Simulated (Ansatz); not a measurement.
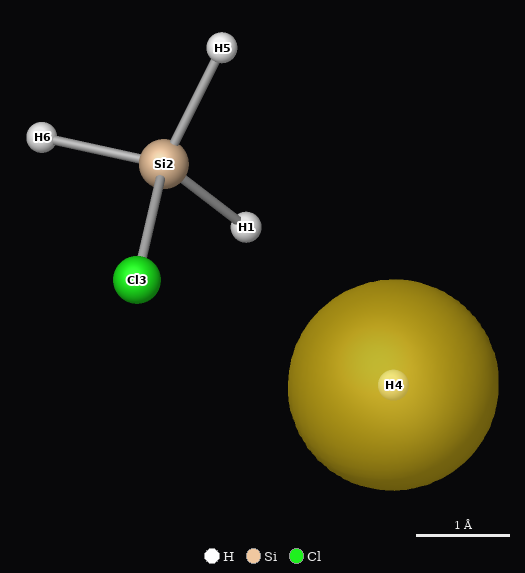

Figure 1: ClH₃Si···H (doublet). Isosurfaces of the spin density at +0.03 (yellow) and −0.03 e/Å³ (cyan), seen at an oblique angle.

Method: Ansatz, UKS PBE0-D4/6-31G*.

```xyz
6

H    -0.4301    0.2978    0.6789
Si    0.5369   -0.3401   -0.2485
Cl   -0.0941   -0.0134   -2.1872
H    -2.4902    1.6004    1.8482
H     1.8842    0.2587   -0.0820
H     0.5933   -1.8034   -0.0094
```

Q: Where is the unpaired spin?

A: The unpaired spin (1 electron) lies mostly on H4 (about 1.0), in electrons by Hirshfeld's partition. Only one sign reaches the isovalue.
